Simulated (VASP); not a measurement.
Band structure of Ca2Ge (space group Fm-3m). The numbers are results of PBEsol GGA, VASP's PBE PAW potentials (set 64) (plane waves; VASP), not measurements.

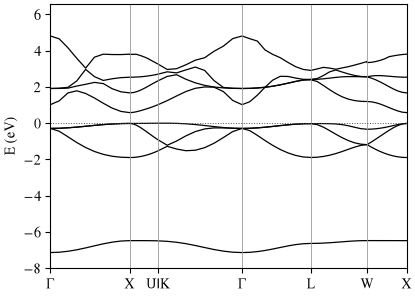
Figure. Bands along high-symmetry lines, zero at the valence-band maximum or, without a gap, the Fermi level

Task: Read the plot: is there a gap, and where are the band edges?

Result: The gap is indirect, 0.58 eV, from the valence maximum at K-Γ at 0.11 to the conduction minimum at X.

The structure comes from a computed database's Ca2Ge entry (Fm-3m); how it stands against other phases isn't given here. The cell was not relaxed at this level.
